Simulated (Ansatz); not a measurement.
## Zn2Si3Ni, from a guessed structure to a relaxed one

This structure for Zn2Si3Ni is made up. Its elements were placed in a known structure type with a cell scaled to their sizes. What cell does the guess relax to, and how far off was it?

Method: DFT, PBE, plane-wave PAW, files of the set soft_1, scalar-relativistic, ferromagnetic start, cell and ions relaxed at zero pressure; PAW set soft_1, in the first sound run; inputs show where later runs differ, in Ansatz 0.2.0.

### Step 1. Set-up

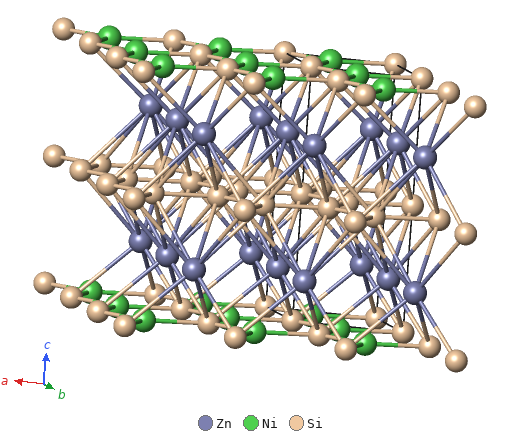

Start, viewed from a free direction; zinc blue, nickel green, silicon light orange. 3×3×1 cells are drawn. Some periodic images of atoms are drawn too.

### Step 2. Relaxation of the guess

The guess takes its coordinates from another compound and its volume from a rule, so the cell and any free coordinates are relaxed together.

input.yaml reads:

```yaml
crystal:
  lattice:
    - [3.419, 0.0, 0.0]
    - [-1.7095, 2.960940856, 0.0]
    - [0.0, 0.0, 7.574]
  atoms:
    - { symbol: Zn, position: [0.333333333, 0.666666667, 0.7668] }
    - { symbol: Zn, position: [0.333333333, 0.666666667, 0.2332] }
    - { symbol: Ni, position: [0.666666667, 0.333333333, 0.0], spin: 1.0 }
    - { symbol: Si, position: [0.0, 0.0, 0.5] }
    - { symbol: Si, position: [0.0, 0.0, 0.0] }
    - { symbol: Si, position: [0.666666667, 0.333333333, 0.5] }
magnetization:
  spin_polarized: true
kpoints:
  mp_grid: { grid: [9, 9, 4] }
scf:
  occupations: { method: fermi_dirac, width: 0.05 }
hamiltonian:
  xc: pbe
  pseudopotentials: { kind: paw, azcp: { folder: soft_1 } }
relax:
  f_tol: 0.015
  max_steps: 70
  cell: {}
output:
  forces: true
  stress: true
```

Launch:

```sh
> ansatz run input.yaml --threads 4 --pin off --max-ram 10240MiB --backend cpu --events-out ev --progress --plain --runs-dir out
```

Numbers of over 12 decimals in the logs are rounded to 6 here.

The program printed:

```text
Engine: ansatz 0.2.0, x86_64-unknown-linux-gnu
Pseudopotentials: kind: paw
Pseudopotential: Zn, paw, valence charge 12, recommended cutoff 420 eV (normal), soft_1/Zn.paw.azcp
Pseudopotential: Ni, paw, valence charge 18, recommended cutoff 420 eV (normal), soft_1/Ni.paw.azcp
Pseudopotential: Si, paw, valence charge 4, recommended cutoff 420 eV (normal), soft_1/Si.paw.azcp
Functional definition: PBE
  parameter kappa = 0.804
  parameter beta = 0.066725
  exchange = pbe_x(kappa = kappa, mu = beta*pi^2/3)
  correlation = pbe_c(beta = beta)
Crystal: 6 atoms, lattice volume = 76.675 Å³
Basis set: ecut = 420 eV, 1477 PW (Γ), exchange–correlation on 48×48×108 points (8 copies of the dense FFT grid, shifted against one another)
Bands: 34, of which v1, the nominal top of the filled ones, is band 27 counted from 1 (26 counted from 0)
Symmetry: 12 space group operations
Space group: P-6m2 (ITA 187), of the structure as read, at distance tolerance 4.2e-5 Å
Magnetic group: BNS 187.209 (UNI 1439), of the structure as read, at distance tolerance 4.2e-5 Å
k-points: 36 of 324 (time reversal used)
Non-local potential: Zn, projectors of the file, l = 0: 2, l = 1: 2, l = 2: 3, l = 3: 1
Non-local potential: Ni, projectors of the file, l = 0: 3, l = 1: 2, l = 2: 3, l = 3: 1
Non-local potential: Si, projectors of the file, l = 0: 2, l = 1: 2, l = 2: 1
PAW form: soft (Blöchl's): semilocal exchange-correlation on the pseudo side does not see the compensation charge
PAW one-centre angular grid: Zn, 590 points (default); XC on 64 Gauss nodes
PAW one-centre angular grid: Ni, 590 points (default); XC on 64 Gauss nodes
PAW one-centre angular grid: Si, 110 points (default); XC on 64 Gauss nodes
Initial density: superposition of atomic densities (chi_scale 0.1, normalization cell)
Starting moments: Σ|m| = 1 μB on 1 of 6 sites
Initial wavefunctions: pseudopotential atomic-orbital guess
Functional: x = pbe(κ = 0.804, μ = 0.219515), c = pbe(β = 0.066725)
SCF iter   1: F=—  HF=-14378.876854 eV  |F-HF|=—  |Δ(HF+E_count)|=         —  Δρ=5.24e-2 (↑5.24e-2 ↓5.04e-2)  dr2=8.69e0  dr2_m=4.28e-1  M=0.464 μB ∫|m|=0.578 μB  β_m=0.30  ethr=3.10e-3  ⟨swp⟩=7.8  Hψ=12539  notcnv=0
Mixer restart at iter 1: flushing history
preconditioner: auto → Kerker (q_TF=auto, 2.573 Å⁻¹)  [metal: Δε(μ)=0.015 eV  Ē_g=8.346 eV  σ=0.050 eV  W_gap=0.08  n_scr=24 (ndim 8)  ℏωp=28.8 eV  f_vac=0.000  D(μ)=3.03/eV (n_scr^D=24)]
spin=Collinear: Kerker preconditioning applied to the charge; magnetization (m = ρ↑ − ρ↓) channel mixes plain (no charge-response kernel on spin).
SCF iter   2: F=—  HF=-14378.465542 eV  |F-HF|=—  |Δ(HF+E_count)|=   4.11e-1  Δρ=4.32e-2 (↑2.90e-2 ↓4.32e-2)  dr2=4.88e0  dr2_m=4.05e-1  M=0.384 μB ∫|m|=0.443 μB  β_m=0.51  ethr=3.10e-3  ⟨swp⟩=2.5  Hψ=4737  notcnv=0  defer=89
SCF iter   3: F=—  HF=-14379.576798 eV  |F-HF|=—  |Δ(HF+E_count)|=    1.11e0  Δρ=2.71e-2 (↑2.71e-2 ↓1.98e-2)  dr2=1.49e0  dr2_m=2.07e-1  M=0.235 μB ∫|m|=0.267 μB  β_m=0.61  ethr=3.10e-3  ⟨swp⟩=3.9  Hψ=5669  notcnv=0  defer=87
SCF iter   4: F=—  HF=-14379.513818 eV  |F-HF|=—  |Δ(HF+E_count)|=   6.30e-2  Δρ=2.31e-2 (↑1.11e-2 ↓2.31e-2)  dr2=8.47e-1  dr2_m=2.68e-2  M=0.065 μB ∫|m|=0.077 μB  β_m=0.56  ethr=2.76e-3  ⟨swp⟩=3.2  Hψ=4725  notcnv=0  defer=91
SCF iter   5: F=—  HF=-14379.275124 eV  |F-HF|=—  |Δ(HF+E_count)|=   2.39e-1  Δρ=1.66e-2 (↑1.66e-2 ↓1.35e-2)  dr2=3.83e-1  dr2_m=2.62e-3  M=0.012 μB ∫|m|=0.024 μB  β_m=0.50  ethr=1.57e-3  ⟨swp⟩=3.3  Hψ=4533  notcnv=0  defer=98
SCF iter   6: F=—  HF=-14379.366867 eV  |F-HF|=—  |Δ(HF+E_count)|=   9.17e-2  Δρ=1.16e-2 (↑1.16e-2 ↓8.68e-3)  dr2=1.90e-1  dr2_m=1.88e-3  M=0.017 μB ∫|m|=0.024 μB  β_m=0.75  ethr=7.10e-4  ⟨swp⟩=2.0  Hψ=3452  notcnv=0  defer=97
SCF iter   7: F=—  HF=-14379.396363 eV  |F-HF|=—  |Δ(HF+E_count)|=         —  Δρ=1.80e-3 (↑1.80e-3 ↓1.29e-3)  dr2=8.80e-3  dr2_m=6.55e-5  M=0.005 μB ∫|m|=0.007 μB  β_m=0.75  ethr=3.51e-4  ⟨swp⟩=2.2  Hψ=3474  notcnv=0  defer=97
Mixer restart at iter 7: flushing history
SCF iter   8: F=—  HF=-14379.400578 eV  |F-HF|=—  |Δ(HF+E_count)|=   4.21e-3  Δρ=4.06e-3 (↑3.80e-3 ↓4.06e-3)  dr2=2.67e-2  dr2_m=1.49e-5  M=0.003 μB ∫|m|=0.003 μB  β_m=0.75  ethr=1.63e-5  ⟨swp⟩=2.0  Hψ=5367  notcnv=0  defer=97
SCF iter   9: F=—  HF=-14379.396152 eV  |F-HF|=—  |Δ(HF+E_count)|=   4.43e-3  Δρ=7.69e-4 (↑5.98e-4 ↓7.69e-4)  dr2=7.63e-4  dr2_m=7.70e-6  M=0.002 μB ∫|m|=0.002 μB  β_m=0.88  ethr=1.63e-5  ⟨swp⟩=2.0  Hψ=4790  notcnv=0  defer=97
SCF iter  10: F=—  HF=-14379.396203 eV  |F-HF|=—  |Δ(HF+E_count)|=   5.04e-5  Δρ=4.91e-4 (↑4.64e-4 ↓4.91e-4)  dr2=4.21e-4  dr2_m=2.14e-7  M=0.000 μB ∫|m|=0.001 μB  β_m=0.68  ethr=1.41e-6  ⟨swp⟩=2.0  Hψ=3261  notcnv=0  defer=97
SCF iter  11: F=—  HF=-14379.396093 eV  |F-HF|=—  |Δ(HF+E_count)|=   1.09e-4  Δρ=9.12e-5 (↑7.68e-5 ↓9.12e-5)  dr2=2.23e-5  dr2_m=9.35e-8  M=0.000 μB ∫|m|=0.000 μB  β_m=0.62  ethr=7.80e-7  ⟨swp⟩=2.0  Hψ=3813  notcnv=0  defer=97
SCF iter  12: F=—  HF=-14379.396094 eV  |F-HF|=—  |Δ(HF+E_count)|=   3.49e-7  Δρ=6.96e-5 (↑6.96e-5 ↓5.14e-5)  dr2=9.35e-6  dr2_m=7.94e-8  M=0.000 μB ∫|m|=0.000 μB  β_m=0.81  ethr=4.12e-8  ⟨swp⟩=2.0  Hψ=3888  notcnv=0  defer=97
SCF iter  13: F=—  HF=-14379.396094 eV  |F-HF|=—  |Δ(HF+E_count)|=   7.74e-7  Δρ=7.58e-6 (↑7.58e-6 ↓7.27e-6)  dr2=2.88e-7  dr2_m=4.00e-9  M=0.000 μB ∫|m|=0.000 μB  β_m=0.76  ethr=1.73e-8  ⟨swp⟩=2.0  Hψ=2940  notcnv=0  defer=97
SCF iter  14: F=—  HF=-14379.396094 eV  |F-HF|=—  |Δ(HF+E_count)|=   5.54e-8  Δρ=1.14e-5 (↑1.14e-5 ↓1.14e-5)  dr2=3.22e-7  dr2_m=2.37e-11  M=0.000 μB ∫|m|=0.000 μB  β_m=0.76  ethr=5.33e-10  ⟨swp⟩=2.6  Hψ=4197  notcnv=0  defer=97
SCF iter  15: F=—  HF=-14379.396094 eV  |F-HF|=—  |Δ(HF+E_count)|=   2.41e-8  Δρ=2.38e-6 (↑2.38e-6 ↓2.26e-6)  dr2=1.41e-8  dr2_m=4.86e-12  M=0.000 μB ∫|m|=0.000 μB  β_m=0.79  ethr=5.33e-10  ⟨swp⟩=2.0  Hψ=2906  notcnv=0  defer=97
SCF iter  16: F=-14379.396094 eV  HF=-14379.396094 eV  |F-HF|=8.17e-10  |Δ(HF+E_count)|=   1.41e-9  Δρ=7.80e-7 (↑7.80e-7 ↓6.42e-7)  dr2=1.25e-9  dr2_m=8.97e-12  M=-0.000 μB ∫|m|=0.000 μB  ethr=2.61e-11  ⟨swp⟩=2.0  Hψ=7308  notcnv=0
WARN: the starting moments were not kept: the SCF closed with an absolute magnetisation of 4.0e-6 μB, where they sum to 1 μB in size (1 site). That is at most 0.1 of that sum. Measured as dr2_m measures the in/out step, that magnetisation stands 5.5e-12 eV from none, at or under the dr2_threshold of 1.0e-7 eV: it is no larger than a step whose dr2_m would equal this threshold. The system may hold no moment; this SCF  [...]
SCF 1 converged in 16 iterations: F = -14379.396094 eV  dr2 = 1.25e-9
[...]
relax step  17: F+E_penalty+E_count = -14383.97676753 eV  Δ(F+E_penalty+E_count) = -1.716e-4 eV  max|allowed force component| = 1.383e-2 eV/Å  Δτ_max = 0.0060 Å  P = -0.021 GPa  Ω = 88.188 Å³  energy of the carried Pulay correction = +9.868e-4 eV  (8 SCF iters, dr2 threshold 7.69e-8 eV, accepted)
relax step  18: F+E_penalty+E_count = -14383.97682235 eV  Δ(F+E_penalty+E_count) = -5.482e-5 eV  max|allowed force component| = 8.552e-4 eV/Å  Δτ_max = 0.0037 Å  P = -0.011 GPa  Ω = 88.254 Å³  energy of the carried Pulay correction = +9.643e-4 eV  (8 SCF iters, dr2 threshold 8.96e-9 eV, accepted)
Basis set: ecut = 420 eV, 1725 PW (Γ), exchange–correlation on 60×60×90 points (8 copies of the dense FFT grid, shifted against one another)
iter 1 solved again at ethr=2.28e-7 eV; its pass at ethr=3.10e-3 eV (dr2=1.23e-4 eV) is discarded
SCF iter   1: F=—  HF=-14383.974608 eV  |F-HF|=—  |Δ(HF+E_count)|=         —  Δρ=3.37e-4 (↑3.37e-4 ↓3.37e-4)  dr2=4.03e-5  dr2_m=1.55e-12  M=-0.000 μB ∫|m|=0.000 μB  β_m=0.65  ethr=2.28e-7  ⟨swp⟩=3.0  Hψ=18426  notcnv=0
preconditioner: auto → Kerker (q_TF=auto, 2.364 Å⁻¹)  [metal: Δε(μ)=0.019 eV  Ē_g=8.422 eV  σ=0.050 eV  W_gap=0.09  n_scr=22 (ndim 8)  ℏωp=26.8 eV  f_vac=0.000  D(μ)=2.75/eV (n_scr^D=22)]
spin=Collinear: Kerker preconditioning applied to the charge; magnetization (m = ρ↑ − ρ↓) channel mixes plain (no charge-response kernel on spin).
SCF iter   2: F=—  HF=-14383.975402 eV  |F-HF|=—  |Δ(HF+E_count)|=   7.94e-4  Δρ=1.37e-4 (↑1.37e-4 ↓1.37e-4)  dr2=1.09e-5  dr2_m=2.46e-13  M=-0.000 μB ∫|m|=0.000 μB  β_m=0.55  ethr=7.47e-8  ⟨swp⟩=2.0  Hψ=3896  notcnv=0
SCF iter   3: F=—  HF=-14383.975496 eV  |F-HF|=—  |Δ(HF+E_count)|=   9.42e-5  Δρ=6.31e-5 (↑6.31e-5 ↓6.31e-5)  dr2=2.81e-6  dr2_m=7.19e-14  M=0.000 μB ∫|m|=0.000 μB  β_m=0.54  ethr=2.01e-8  ⟨swp⟩=2.0  Hψ=4386  notcnv=0
SCF iter   4: F=—  HF=-14383.975520 eV  |F-HF|=—  |Δ(HF+E_count)|=   2.34e-5  Δρ=2.34e-5 (↑2.34e-5 ↓2.34e-5)  dr2=1.28e-6  dr2_m=5.45e-15  M=-0.000 μB ∫|m|=0.000 μB  β_m=0.66  ethr=5.21e-9  ⟨swp⟩=2.0  Hψ=3900  notcnv=0
SCF iter   5: F=—  HF=-14383.975521 eV  |F-HF|=—  |Δ(HF+E_count)|=   1.36e-6  Δρ=2.00e-5 (↑2.00e-5 ↓2.00e-5)  dr2=1.21e-6  dr2_m=3.70e-14  M=0.000 μB ∫|m|=0.000 μB  β_m=0.83  ethr=2.38e-9  ⟨swp⟩=3.0  Hψ=4358  notcnv=0
SCF iter   6: F=—  HF=-14383.975522 eV  |F-HF|=—  |Δ(HF+E_count)|=   1.30e-6  Δρ=1.79e-5 (↑1.79e-5 ↓1.79e-5)  dr2=1.04e-6  dr2_m=9.93e-15  M=0.000 μB ∫|m|=0.000 μB  β_m=0.87  ethr=2.23e-9  ⟨swp⟩=2.4  Hψ=3434  notcnv=0
SCF iter   7: F=—  HF=-14383.975523 eV  |F-HF|=—  |Δ(HF+E_count)|=   4.61e-7  Δρ=5.87e-6 (↑5.85e-6 ↓5.87e-6)  dr2=1.41e-7  dr2_m=1.59e-13  M=-0.000 μB ∫|m|=0.000 μB  β_m=0.91  ethr=1.93e-9  ⟨swp⟩=2.0  Hψ=3109  notcnv=0
SCF iter   8: F=—  HF=-14383.975523 eV  |F-HF|=—  |Δ(HF+E_count)|=   6.51e-8  Δρ=7.06e-7 (↑7.06e-7 ↓6.96e-7)  dr2=1.18e-9  dr2_m=5.06e-14  M=-0.000 μB ∫|m|=0.000 μB  β_m=0.96  ethr=2.61e-10  ⟨swp⟩=2.2  Hψ=4114  notcnv=0
SCF iter   9: F=—  HF=-14383.975522 eV  |F-HF|=—  |Δ(HF+E_count)|=   9.20e-7  Δρ=2.09e-7 (↑2.08e-7 ↓2.09e-7)  dr2=1.61e-10  dr2_m=1.47e-15  M=-0.000 μB ∫|m|=0.000 μB  β_m=0.98  ethr=2.18e-12  ⟨swp⟩=2.0  Hψ=4121  notcnv=0
SCF iter  10: F=—  HF=-14383.975522 eV  |F-HF|=—  |Δ(HF+E_count)|=  1.26e-10  Δρ=5.48e-8 (↑5.48e-8 ↓5.46e-8)  dr2=7.99e-12  dr2_m=2.05e-17  M=-0.000 μB ∫|m|=0.000 μB  β_m=0.99  ethr=1.00e-12  ⟨swp⟩=2.0  Hψ=3727  notcnv=0
SCF iter  11: F=-14383.975522 eV  HF=-14383.975522 eV  |F-HF|=9.09e-12  |Δ(HF+E_count)|=  7.28e-12  Δρ=3.25e-8 (↑3.25e-8 ↓3.24e-8)  dr2=3.57e-12  dr2_m=3.78e-18  M=-0.000 μB ∫|m|=0.000 μB  ethr=1.00e-12  ⟨swp⟩=2.3  Hψ=7154  notcnv=0
the starting moments were not kept: the SCF closed with an absolute magnetisation of 2.3e-9 μB, where they sum to 1 μB in size (1 site). That is at most 0.1 of that sum. Measured as dr2_m measures the in/out step, that magnetisation stands 3.1e-18 eV from none, at or under the dr2_threshold of 6.0e-11 eV: it is no larger than a step whose dr2_m would equal this threshold.
SCF 19 converged in 11 iterations: F = -14383.975522 eV  dr2 = 3.57e-12
relax step  19: F+E_penalty+E_count = -14383.97552207 eV  Δ(F+E_penalty+E_count) = +1.300e-3 eV  max|allowed force component| = 1.487e-3 eV/Å  Δτ_max = 0.0000 Å  P = -0.004 GPa  Ω = 88.254 Å³  stress off target by 7.87e-3 GPa  SCF on the basis re-selected at this cell (its energy is not comparable with the rows above)  (11 SCF iters)
basis re-selected at this cell: Δ(F+E_penalty+E_count) = +1.300e-3 eV, ΔP = +0.008 GPa vs the last step (what re-selecting the basis moved, of the pressure what is left beyond the Pulay correction that the steps carried, after the strain that the cell walked since its last selection, with what the two solves' SCF thresholds leave and, on support functions, any second-order correction that the steps lacked; it is no measure of the basis error at this ecutwfc). The dense FFT grid was sized anew with the basis: this SCF ran on 30×30×45 points, the steps before it on 27×27×45, so part of this shift can come from that change (see relax.cell in the input reference). [rest of the remark cut]
SCF converged after 11 iterations
Magnetization: -0.0000 μB (27.0000 up, 27.0000 down)
Absolute magnetization: 0.0000 μB (∫|ρ↑−ρ↓|, with the PAW one-centre terms)
Spin contamination: 0.0000 ħ² per cell (⟨S²⟩ above its minimum at these occupations)
Per-site moments (μB) at R_I (Å): [(-5.890018994183642e-11, 1.097878), (-5.890056386979734e-11, 1.097878), (-9.068546079094439e-10, 0.973500), (-5.321098183522005e-11, 0.973500), (8.72640171988254e-11, 0.973500), (1.0456335315612948e-10, 0.973500)]
Free energy (F): -14383.975522 eV
Harris-Foulkes:  -14383.975522 eV  (|F-HF|=9.09e-12)
Internal energy: -14383.953881 eV  (E = F + TS)
E sigma→0 (E₀):  -14383.964701 eV
Entropy (-TS):   -0.021641 eV (-3.607 meV/atom)
Fermi energy:    10.990306 eV
--- Per-component energies (eV) ---
  E_band       = -246.021056
  E_kinetic    = 758.182120
  E_local      = -8755.063876  (includes V_loc(G=0)·N_el)
  E_nonlocal   = 1586.740276
  E_hartree    = 3999.691013
  E_xc         = -440.502993
  E_vxc        = -392.803178  (∫ρ·V_xc dr)
  E_paw        = -6985.255584  (= ΣΔE_a)
  E_vpaw       = -1442.458789  (= ΣTr[D̂ρ^β])
  E_aug_tail   = 0.000539  (compensation charges beyond the density's cutoff)
  E_ewald      = -4547.745376
  E_smearing   = -0.021641  (= −TS)
  E_closure    = 0.000000  (closes the sum)
  Σ components = -14383.975522   (vs F -14383.975522, Δ=0.00e0)
--- Forces (eV/Å), atoms counted from 1 ---
  atom   1  Zn     0.00000000     0.00000000    -0.00148701
  atom   2  Zn    -0.00000000     0.00000000     0.00148701
  atom   3  Ni     0.00000000     0.00000000     0.00000000
  atom   4  Si     0.00000000    -0.00000000     0.00000000
  atom   5  Si    -0.00000000    -0.00000000     0.00000000
  atom   6  Si     0.00000000     0.00000000     0.00000000
  max |Σ_I F_I| component: 1.43e-16 eV/Å
--- Stress (GPa, compression-positive) ---
       -0.007869       0.000000       0.000000
       -0.000000      -0.007869       0.000000
        0.000000       0.000000       0.005140
  P = ⅓ Tr σ = -0.0035 GPa (-0.035 kbar)
--- Relaxed structure (17 steps of the walk, 16 accepted, 2 SCFs on fresh bases) ---
  F+E_penalty+E_count = -14383.97552207 eV   max|allowed force component| = 1.487e-3 eV/Å   (the final SCF, on the basis selected at the relaxed cell)
  cell:  # Å, volume = 88.2539 Å³
    - [4.087641, 0, 0.0]
    - [-2.043821, 3.540001, 0.0]
    - [0.0, 0.0, 6.098985]
  atoms:
    - { symbol: Zn, position: [0.333333, 0.666667, 0.781806] }
    - { symbol: Zn, position: [0.333333, 0.666667, 0.218194] }
    - { symbol: Ni, position: [0.666667, 0.333333, 1.6223428335757038e-19] }
    - { symbol: Si, position: [0, 0, 0.500000] }
    - { symbol: Si, position: [0, 0, 1.6223428335757038e-19] }
    - { symbol: Si, position: [0.666667, 0.333333, 0.500000] }
```

Elapsed: 1.7 min, on 4 threads of AMD EPYC 7B13 (Zen 3), shared host; peak memory 0.56 GiB; 6.4 min of CPU time.

Step by step:

```
step  energy less that of the first step (eV)  largest force component (eV/Å)  pressure (GPa)  volume (Å³)
   1                                   0.0000                          0.5353           51.96        76.68
   2                                  -2.6660                          0.6550           25.67        84.27
   3                                  -4.0168                          0.4701            8.99        91.32
   4                                  -4.3421                          0.4855           -1.55        95.35
   5                                  -4.4101                          0.2265           -0.37        93.86
   6                                  -4.4332                          0.0968            0.67        91.85
   7                                  -4.4383                          0.0348            0.44        91.34
   8                                  -4.4358                          0.0020            0.40        88.63
   9                                  -4.4394                          0.0128           -0.26        90.39
  10                                  -4.4407                          0.0039           -0.01        90.73
  11                                  -4.4406                          0.0021            0.00        91.06
  12                                  -4.4408                          0.0009            0.00        90.90
 13*                                  -4.5199                          0.0070            1.48        90.90
  14                                  -4.5607                          0.0069            0.08        89.63
  15                                  -4.5765                          0.0930            0.63        87.32
  16                                  -4.5805                          0.0040           -0.01        88.38
  17                                  -4.5807                          0.0138           -0.02        88.19
  18                                  -4.5807                          0.0009           -0.01        88.25
 19*                                  -4.5794                          0.0015            0.00        88.25
```

Relaxation steps marked * repeat the geometry before them on a plane-wave basis chosen anew for their cell, so energy and pressure can jump there. Relaxation step 8 was tried and not accepted.

Forces are held to the 12 operations that the run works with; a distortion that breaks them can't arise in this run.

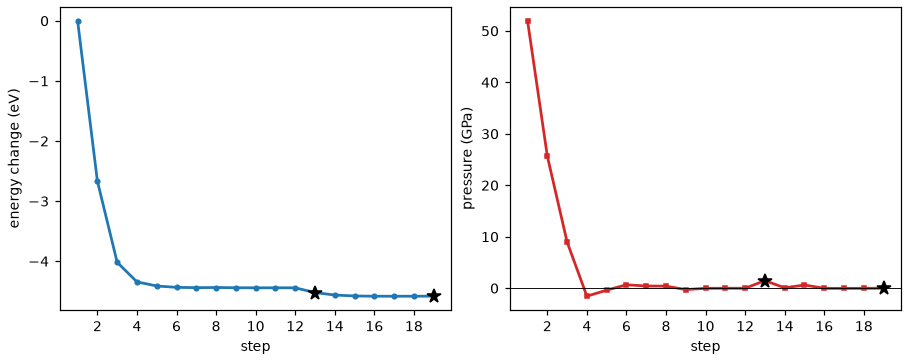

Energy and pressure along the relaxation. Stars mark steps on a basis chosen anew.

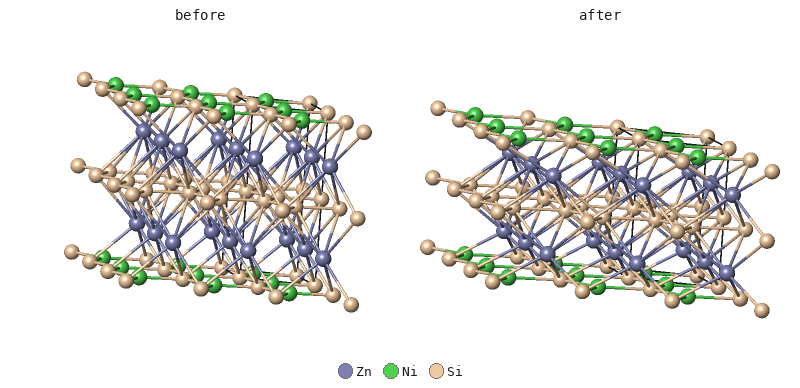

The structure before and after the relaxation, drawn at the same scale.

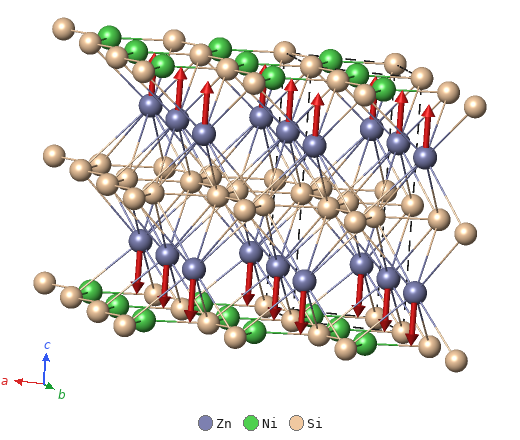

Displacements in the relaxation, exaggerated, measured against the changing cell; the longest in the cell stands for 0.09 Å. 3×3×1 cells are drawn. Some periodic images of atoms are drawn too.

```
     cell as run  before  after   change
           a (Å)   3.419  4.088  +19.6 %
           b (Å)   3.419  4.088  +19.6 %
           c (Å)   7.574  6.099  -19.5 %
volume (Å³/atom)   12.78  14.71  +15.1 %
```

The atoms that moved most (Å, as changes of fractional coordinates times the final cell):

```
atom     dx     dy      dz  length
 Zn2  0.000  0.000  -0.092   0.092
 Zn1  0.000  0.000   0.092   0.092
```

The relaxed structure:

```xyz
6
Lattice="4.0876 0.0000 0.0000 -2.0438 3.5400 0.0000 0.0000 0.0000 6.0990" Properties=species:S:1:pos:R:3 pbc="T T T"
Zn    0.0000    2.3600    4.7682
Zn    0.0000    2.3600    1.3308
Ni    2.0438    1.1800    0.0000
Si    0.0000    0.0000    3.0495
Si    0.0000    0.0000    0.0000
Si    2.0438    1.1800    3.0495
```

Numbers from this step:

* free energy: -14383.9755 eV
* energy at zero smearing: -14383.9647 eV
* smearing term TS: 0.02164 eV
* Fermi energy: 10.99 eV
* electrons: 54
* symmetry operations: 12
* pressure: -0.003533 GPa

Shortest distances by pair of elements, guess and relaxed (not always the same contact):

```
 pair  guess (Å)  relaxed (Å)
Ni–Si      1.974        2.360
Si–Si      1.974        2.360
Zn–Zn      3.419        2.662
Si–Zn      2.649        2.709
Ni–Zn      2.649        2.709
```

The relaxation ends with a largest force component of 0.0015 eV/Å and a pressure of 0.00 GPa. No moment survives the cycle: this start ends non-magnetic.

(Part 1 of 2 ends here.)

[Logs are printed without paths, hosts, clocks, repeated set-up lines and the standing remarks that a program may print on its own settings, such as how far it seeks lower states.]

[Hosts, paths, dates, database ids (printed as entryN), source tags and the programs' standing remarks are cut or masked in the printed files.]
